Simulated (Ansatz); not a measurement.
## NbN, response to strain

The parent structure is NbN in the rock salt structure (space group Fm-3m, No. 225; a = 4.4220 Å; relaxed with 0.1 eV smearing).

Strains are applied to the cell and any free atomic positions relax.

Method: plane-wave PAW DFT at the PBE level (Ansatz, a quantum-chemistry and plane-wave program, 420 eV), without spin-orbit coupling, earlier PAW set.

Notes on the quantities. energy relative to the base: free energy F.

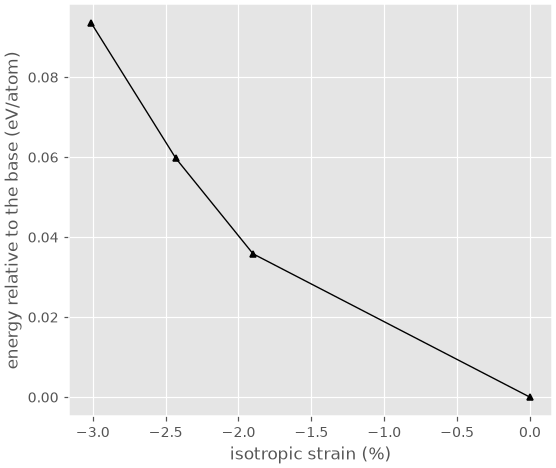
Energy relative to the base against isotropic strain

**Question.** From the plot, what is the energy relative to the base for isotropic strain −3.01 %?

**Answer.** About 0.094 eV/atom.

**Question.** Is the trend monotonic over the range shown?

**Answer.** Yes, it falls throughout, spanning 0 meV/atom to +94 meV/atom.

Stability against distortions was not tested. All final runs are without spin polarisation.
